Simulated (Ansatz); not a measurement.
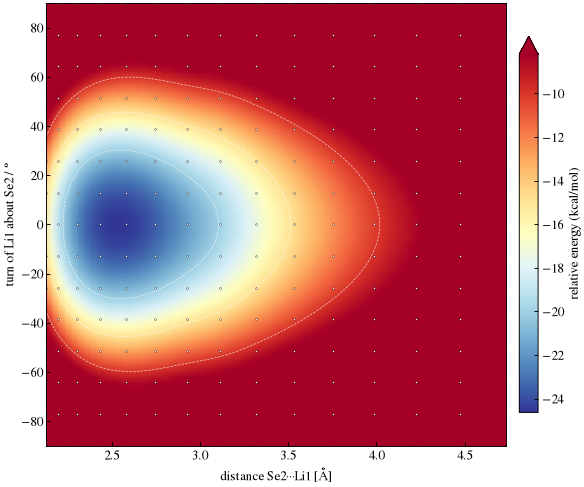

H₂LiSe, charge +1. The turn is about an axis along (−0.94, −0.04, −0.35) in the frame of the relaxed pair, normal to the line between the partners. The first coordinate is: distance Se2···Li1; the second: turn of Li1 about Se2. The grid has 15 × 15 points; 120 points were computed and 105 follow by symmetry. Points are written as (first, second). Energies: kcal/mol, counted from the ion and the molecule far apart, frozen as in the relaxed pair, each in its own basis (no counterpoise correction). The calculation used RKS PBE0-D4/def2-TZVPD in Ansatz 0.2.0.

In the figure: a smooth colour map with a few white contour lines, dots at the grid points, one colour for all values above the top of the scale. Between grid points the surface is interpolated.

Q: Estimate the position of the minimum and the force constants in these coordinates.

A: The interpolated minimum is at distance Se2···Li1 ≈ 2.537 Å, turn of Li1 about Se2 ≈ 0.0°. The curvatures there are about 2.7 eV/Å² and 1.6 eV/rad², with a cross term of about 0 eV/(Å·rad). Round the minimum the two coordinates are nearly uncoupled. (1 eV is 23.1 kcal/mol.)
